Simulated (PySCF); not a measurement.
# H8N2SSi2: NMR shifts at several levels of theory, part 2 of 2

PySCF 2.14.0. Atoms count from 0. The steps go on from the part before.

### 8 Nuclear shieldings: KT2/pcSseg-1

What the job is given:

```
{"job": {"kind": "nmr", "xc": "KT2", "basis": "pcSseg-1", "pop": false}, "charge": 0, "multiplicity": 1}
N     -1.534708     1.268366     0.727410
Si    -0.586080    -0.130058     0.378672
N     -1.439828    -1.063568    -0.799016
Si     1.537136     0.598217    -0.323148
S      2.724102    -1.194042    -0.576235
H     -2.507482     1.164103     0.997016
H     -1.117036     2.090324     1.146971
H     -0.335202    -1.108224     1.495851
H     -1.615928    -0.664762    -1.715210
H     -1.232016    -2.053423    -0.871592
H      1.501835     1.199716    -1.692387
H      2.211930     1.587168     0.581939
H      2.398097    -1.710705     0.630058
```

With the program's defaults for keys left out, this is: GIAO KT2/pcSseg-1 NMR shielding, non-relativistic, gas phase.

Log:

```text
coarse grid: 11960 points
cycle   1  E = -1101.3146849478  dE =  2.545e-01  |g| = 6.969e-01  |ddm| = 3.236e+00
cycle   2  E = -1101.0184540529  dE =  2.962e-01  |g| = 1.284e+00  |ddm| = 2.449e+00
cycle   3  E = -1101.4199353399  dE = -4.015e-01  |g| = 1.319e-01  |ddm| = 2.005e+00
cycle   4  E = -1101.4249188752  dE = -4.984e-03  |g| = 4.521e-02  |ddm| = 2.573e-01
cycle   5  E = -1101.4253535235  dE = -4.346e-04  |g| = 1.998e-02  |ddm| = 6.779e-02
cycle   6  E = -1101.4254423755  dE = -8.885e-05  |g| = 5.735e-03  |ddm| = 2.499e-02
cycle   7  E = -1101.4254513285  dE = -8.953e-06  |g| = 1.131e-03  |ddm| = 8.894e-03
final grid: 100560 points
cycle   8  E = -1101.4747019143  dE = -1.770e-04  |g| = 1.996e-02  |ddm| = 3.302e-02
cycle   9  E = -1101.4745873935  dE =  1.145e-04  |g| = 2.773e-02  |ddm| = 4.267e-02
cycle  10  E = -1101.4747474853  dE = -1.601e-04  |g| = 6.133e-03  |ddm| = 3.463e-02
cycle  11  E = -1101.4747554833  dE = -7.998e-06  |g| = 7.504e-04  |ddm| = 7.066e-03
cycle  12  E = -1101.4747556666  dE = -1.833e-07  |g| = 1.433e-04  |ddm| = 1.392e-03
cycle  13  E = -1101.4747556708  dE = -4.144e-09  |g| = 6.527e-05  |ddm| = 2.556e-04
cycle  14  E = -1101.4747556719  dE = -1.148e-09  |g| = 1.826e-05  |ddm| = 9.227e-05
cycle  15  E = -1101.4747556720  dE = -6.412e-11  |g| = 6.540e-06  |ddm| = 2.362e-05
converged SCF energy = -1101.4747556720

GIAO shielding tensors (ppm)
atom      isotropic    diamagn.    paramagn.     s11        s22        s33       span
  0 N      237.351     317.382     -80.031    200.528    254.330    257.195     56.666
  1 Si     385.268     882.432    -497.163    352.401    382.124    421.280     68.879
  2 N      241.524     318.636     -77.112    204.983    252.911    266.678     61.695
  3 Si     422.267     883.513    -461.246    367.379    421.431    477.991    110.611
  4 S      783.851    1059.358    -275.507    676.431    712.396    962.725    286.294
  5 H       30.504      29.419       1.085     23.457     26.517     41.539     18.083
  6 H       30.804      31.205      -0.401     23.857     27.785     40.770     16.913
  7 H       25.870      30.467      -4.597     23.174     24.347     30.089      6.916
  8 H       31.020      31.526      -0.506     24.788     27.012     41.259     16.471
  9 H       30.535      31.248      -0.713     23.506     27.215     40.883     17.377
 10 H       26.840      29.826      -2.986     23.833     25.103     31.585      7.752
 11 H       26.531      29.458      -2.927     22.064     25.288     32.242     10.177
 12 H       31.608      31.195       0.413     23.526     28.666     42.634     19.108
```

Run time: 27 s. Hardware: 1 thread of Arm Neoverse N1, shared host; peak memory 0.93 GiB.

Key values: δ N0 24.9, Si1 -24.2, Si3 -61.2, S4 -265, H7 5.31, H10 4.49 ppm (means over like atoms).

### 9 Nuclear shieldings: KT3/pcSseg-1

Settings changed since step 8:

```diff
@@ -1,2 +1,2 @@
-{"job": {"kind": "nmr", "xc": "KT2", "basis": "pcSseg-1", "pop": false}, "charge": 0, "multiplicity": 1}
+{"job": {"kind": "nmr", "xc": "KT3", "basis": "pcSseg-1", "pop": false}, "charge": 0, "multiplicity": 1}
 N     -1.534708     1.268366     0.727410
```

With the program's defaults for keys left out, this is: GIAO KT3/pcSseg-1 NMR shielding, non-relativistic, gas phase.

Log:

```text
coarse grid: 11960 points
cycle   1  E = -1100.4371029770  dE =  2.400e-01  |g| = 7.274e-01  |ddm| = 3.256e+00
cycle   2  E = -1100.1167917550  dE =  3.203e-01  |g| = 1.333e+00  |ddm| = 2.566e+00
cycle   3  E = -1100.5522870258  dE = -4.355e-01  |g| = 1.323e-01  |ddm| = 2.109e+00
cycle   4  E = -1100.5573679722  dE = -5.081e-03  |g| = 4.663e-02  |ddm| = 2.594e-01
cycle   5  E = -1100.5578233788  dE = -4.554e-04  |g| = 2.079e-02  |ddm| = 6.839e-02
cycle   6  E = -1100.5579202936  dE = -9.691e-05  |g| = 5.745e-03  |ddm| = 2.573e-02
cycle   7  E = -1100.5579292110  dE = -8.917e-06  |g| = 1.116e-03  |ddm| = 8.658e-03
final grid: 100560 points
cycle   8  E = -1100.6005376548  dE = -1.992e-04  |g| = 1.594e-02  |ddm| = 3.286e-02
cycle   9  E = -1100.6005164660  dE =  2.119e-05  |g| = 1.449e-02  |ddm| = 2.095e-02
cycle  10  E = -1100.6005478207  dE = -3.135e-05  |g| = 6.699e-03  |ddm| = 2.020e-02
cycle  11  E = -1100.6005583046  dE = -1.048e-05  |g| = 5.006e-04  |ddm| = 7.289e-03
cycle  12  E = -1100.6005583739  dE = -6.932e-08  |g| = 1.472e-04  |ddm| = 9.603e-04
cycle  13  E = -1100.6005583796  dE = -5.727e-09  |g| = 5.034e-05  |ddm| = 2.250e-04
cycle  14  E = -1100.6005583802  dE = -6.348e-10  |g| = 1.232e-05  |ddm| = 6.769e-05
converged SCF energy = -1100.6005583802

GIAO shielding tensors (ppm)
atom      isotropic    diamagn.    paramagn.     s11        s22        s33       span
  0 N      237.862     317.067     -79.205    201.492    254.039    258.055     56.563
  1 Si     392.275     881.930    -489.655    360.500    389.199    427.126     66.626
  2 N      241.573     318.209     -76.636    205.850    252.272    266.595     60.745
  3 Si     423.211     882.891    -459.680    371.203    421.689    476.739    105.536
  4 S      772.154    1059.383    -287.229    664.540    699.909    952.013    287.473
  5 H       30.698      29.609       1.089     23.652     26.797     41.645     17.993
  6 H       30.985      31.397      -0.412     24.041     28.005     40.909     16.868
  7 H       26.271      30.790      -4.519     23.584     24.801     30.428      6.844
  8 H       31.204      31.746      -0.542     24.980     27.293     41.339     16.359
  9 H       30.749      31.473      -0.724     23.827     27.401     41.019     17.192
 10 H       27.173      30.134      -2.961     24.228     25.426     31.864      7.636
 11 H       26.866      29.725      -2.860     22.517     25.605     32.475      9.958
 12 H       31.839      31.425       0.414     23.842     28.943     42.733     18.890
```

It took 26 s on 1 thread of Arm Neoverse N1, shared host; peak memory 0.93 GiB.

This run: δ N0 22.3, Si1 -26.8, Si3 -57.7, S4 -256, H7 5.05, H10 4.30 ppm (means over like atoms).

### 10 Nuclear shieldings: B97-D/pcSseg-1

Settings changed since step 9:

```diff
@@ -1,2 +1,2 @@
-{"job": {"kind": "nmr", "xc": "KT3", "basis": "pcSseg-1", "pop": false}, "charge": 0, "multiplicity": 1}
+{"job": {"kind": "nmr", "xc": "B97-D", "basis": "pcSseg-1", "pop": false}, "charge": 0, "multiplicity": 1}
 N     -1.534708     1.268366     0.727410
```

Level: GIAO B97-D/pcSseg-1 NMR shielding, non-relativistic, gas phase.

Log:

```text
coarse grid: 11960 points
cycle   1  E = -1091.3145312613  dE =  2.328e-01  |g| = 7.247e-01  |ddm| = 3.271e+00
cycle   2  E = -1090.9755678346  dE =  3.390e-01  |g| = 1.379e+00  |ddm| = 2.476e+00
cycle   3  E = -1091.4298353670  dE = -4.543e-01  |g| = 1.187e-01  |ddm| = 2.029e+00
cycle   4  E = -1091.4339727333  dE = -4.137e-03  |g| = 5.092e-02  |ddm| = 2.467e-01
cycle   5  E = -1091.4344926508  dE = -5.199e-04  |g| = 2.021e-02  |ddm| = 6.887e-02
cycle   6  E = -1091.4345839366  dE = -9.129e-05  |g| = 6.429e-03  |ddm| = 2.541e-02
cycle   7  E = -1091.4345935511  dE = -9.615e-06  |g| = 1.398e-03  |ddm| = 8.805e-03
final grid: 100560 points
cycle   8  E = -1091.4456219004  dE = -5.001e-05  |g| = 1.413e-02  |ddm| = 3.273e-02
cycle   9  E = -1091.4455498455  dE =  7.205e-05  |g| = 2.157e-02  |ddm| = 3.528e-02
cycle  10  E = -1091.4456523630  dE = -1.025e-04  |g| = 3.190e-03  |ddm| = 2.580e-02
cycle  11  E = -1091.4456542751  dE = -1.912e-06  |g| = 8.275e-04  |ddm| = 3.584e-03
cycle  12  E = -1091.4456544844  dE = -2.093e-07  |g| = 5.297e-05  |ddm| = 1.218e-03
cycle  13  E = -1091.4456544849  dE = -5.016e-10  |g| = 1.390e-05  |ddm| = 8.611e-05
converged SCF energy = -1091.4456544849

GIAO shielding tensors (ppm)
atom      isotropic    diamagn.    paramagn.     s11        s22        s33       span
  0 N      236.305     317.092     -80.787    198.457    253.408    257.051     58.594
  1 Si     375.530     880.580    -505.050    342.203    371.694    412.691     70.488
  2 N      240.600     318.524     -77.924    203.102    252.186    266.512     63.410
  3 Si     402.266     881.682    -479.417    349.120    400.136    457.541    108.421
  4 S      759.061    1058.506    -299.445    647.325    682.150    947.709    300.384
  5 H       30.796      29.576       1.220     23.794     26.941     41.654     17.860
  6 H       31.106      31.356      -0.250     24.217     28.145     40.957     16.739
  7 H       26.321      30.895      -4.574     23.645     24.850     30.468      6.823
  8 H       31.302      31.743      -0.441     25.112     27.407     41.387     16.275
  9 H       30.877      31.487      -0.610     24.025     27.517     41.089     17.064
 10 H       27.217      30.224      -3.007     24.308     25.510     31.833      7.525
 11 H       26.884      29.773      -2.889     22.557     25.683     32.410      9.853
 12 H       31.891      31.490       0.402     23.976     29.089     42.609     18.633
```

It took 25 s on 1 thread of Arm Neoverse N1, shared host; peak memory 0.93 GiB.

In short: δ N0 22.4, Si1 -28.3, Si3 -55.0, S4 -262, H7 5.09, H10 4.36 ppm (means over like atoms).

### 11 NMR shieldings: B3LYP/pcSseg-1

Settings changed since step 10:

```diff
@@ -1,2 +1,2 @@
-{"job": {"kind": "nmr", "xc": "B97-D", "basis": "pcSseg-1", "pop": false}, "charge": 0, "multiplicity": 1}
+{"job": {"kind": "nmr", "xc": "B3LYP", "basis": "pcSseg-1", "pop": false}, "charge": 0, "multiplicity": 1}
 N     -1.534708     1.268366     0.727410
```

Level: GIAO B3LYP/pcSseg-1 NMR shielding, non-relativistic, gas phase.

Log:

```text
coarse grid: 11960 points
cycle   1  E = -1091.4786000232  dE =  2.198e-01  |g| = 6.447e-01  |ddm| = 3.228e+00
cycle   2  E = -1091.3570841902  dE =  1.215e-01  |g| = 9.737e-01  |ddm| = 1.554e+00
cycle   3  E = -1091.5693523235  dE = -2.123e-01  |g| = 6.206e-02  |ddm| = 1.085e+00
cycle   4  E = -1091.5702779880  dE = -9.257e-04  |g| = 2.836e-02  |ddm| = 1.108e-01
cycle   5  E = -1091.5704586599  dE = -1.807e-04  |g| = 6.615e-03  |ddm| = 3.724e-02
cycle   6  E = -1091.5704669410  dE = -8.281e-06  |g| = 3.079e-03  |ddm| = 8.639e-03
final grid: 100560 points
cycle   7  E = -1091.5923531677  dE = -7.436e-06  |g| = 7.216e-03  |ddm| = 1.407e-02
cycle   8  E = -1091.5923370992  dE =  1.607e-05  |g| = 1.137e-02  |ddm| = 1.530e-02
cycle   9  E = -1091.5923638228  dE = -2.672e-05  |g| = 3.334e-04  |ddm| = 9.540e-03
cycle  10  E = -1091.5923638424  dE = -1.959e-08  |g| = 1.337e-04  |ddm| = 4.619e-04
cycle  11  E = -1091.5923638460  dE = -3.572e-09  |g| = 5.082e-05  |ddm| = 1.670e-04
cycle  12  E = -1091.5923638465  dE = -5.220e-10  |g| = 1.037e-05  |ddm| = 5.195e-05
converged SCF energy = -1091.5923638465

GIAO shielding tensors (ppm)
atom      isotropic    diamagn.    paramagn.     s11        s22        s33       span
  0 N      237.514     317.124     -79.610    198.622    255.406    258.515     59.893
  1 Si     364.834     879.453    -514.619    330.608    360.199    403.695     73.087
  2 N      242.875     318.666     -75.791    203.531    255.630    269.464     65.933
  3 Si     394.009     880.740    -486.731    340.783    392.398    448.846    108.063
  4 S      763.754    1057.734    -293.979    647.400    687.497    956.367    308.967
  5 H       30.723      29.490       1.232     23.604     26.756     41.808     18.204
  6 H       31.066      31.277      -0.211     24.047     27.988     41.164     17.117
  7 H       26.435      30.791      -4.356     23.759     24.944     30.602      6.843
  8 H       31.254      31.677      -0.423     24.925     27.217     41.621     16.696
  9 H       30.841      31.436      -0.594     23.853     27.334     41.337     17.484
 10 H       27.202      30.056      -2.855     24.230     25.453     31.922      7.693
 11 H       26.964      29.638      -2.674     22.613     25.745     32.534      9.921
 12 H       31.871      31.561       0.310     23.921     28.966     42.725     18.803
```

It took 18 s on 1 thread of Arm Neoverse N1, shared host; peak memory 0.86 GiB.

Key values: δ N0 23.3, Si1 -27.0, Si3 -56.1, S4 -278, H7 4.95, H10 4.30 ppm (means over like atoms).

### 12 Run by run: NMR shifts

Shifts (ppm) of some atoms, chosen among heavy atoms and hydrogens apart, means over like atoms, with basis size and wall time:

| run | H7 | H10 | H12 | N0 | Si1 | Si3 | S4 | functions | time |
| --- | --- | --- | --- | --- | --- | --- | --- | --- | --- |
| HF/pcSseg-1 | 4.34 | 4.01 | -0.07 | 11.0 | -25.9 | -51.7 | -300 | 146 | 10 s |
| LDA/pcSseg-1 | 5.60 | 4.75 | -0.23 | 32.9 | -22.8 | -64.0 | -297 | 146 | 21 s |
| PBE/pcSseg-1 | 5.34 | 4.53 | -0.44 | 26.9 | -26.4 | -61.7 | -278 | 146 | 27 s |
| BLYP/pcSseg-1 | 5.17 | 4.40 | -0.64 | 27.7 | -28.6 | -58.5 | -264 | 146 | 26 s |
| BP86/pcSseg-1 | 5.32 | 4.53 | -0.43 | 25.5 | -26.7 | -59.7 | -275 | 146 | 25 s |
| OPBE/pcSseg-1 | 5.24 | 4.48 | -0.28 | 21.6 | -26.3 | -59.0 | -275 | 146 | 26 s |
| KT2/pcSseg-1 | 5.31 | 4.49 | -0.43 | 24.9 | -24.2 | -61.2 | -265 | 146 | 27 s |
| KT3/pcSseg-1 | 5.05 | 4.30 | -0.52 | 22.3 | -26.8 | -57.7 | -256 | 146 | 26 s |
| B97-D/pcSseg-1 | 5.09 | 4.36 | -0.48 | 22.4 | -28.3 | -55.0 | -262 | 146 | 25 s |
| B3LYP/pcSseg-1 | 4.95 | 4.30 | -0.49 | 23.3 | -27.0 | -56.1 | -278 | 146 | 18 s |

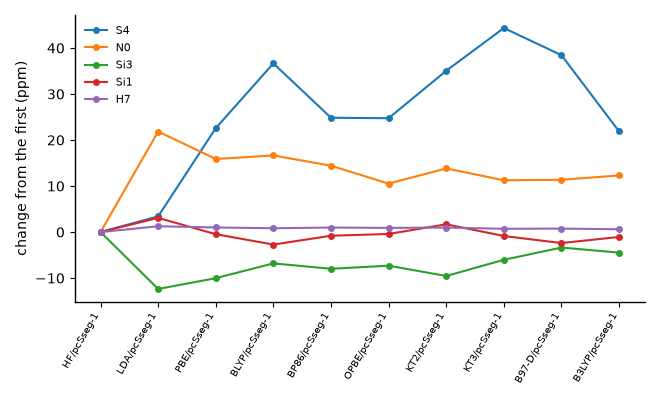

How five of the tabulated atoms move from run to run.

### 13 What came out

This closing draws on all 2 parts.

| quantity | value |
| --- | --- |
| 1H shifts against TMS (HF/pcSseg-1, means over atoms taken as alike) | 4.34, 4.01, 0.58, -0.07 ppm |
| 15N shifts against NH3 (HF/pcSseg-1, means over atoms taken as alike) | 11.0 ppm |
| 29Si shifts against TMS (HF/pcSseg-1) | -25.9, -51.7 ppm |
| 33S shifts against CS2 (HF/pcSseg-1) | -300 ppm |
| range of the shift of S4 | -300 to -256 ppm |

What this shows: Single values in the summary come from the first sound run of each kind (HF/pcSseg-1), which need not be the best level. At HF/pcSseg-1: Shielding is most anisotropic at S4 (span 317 ppm, paramagnetic term -243 ppm). In ppm, S4 moves most: its shift spreads over 44 ppm, from -300 (HF/pcSseg-1) to -256 (KT3/pcSseg-1).
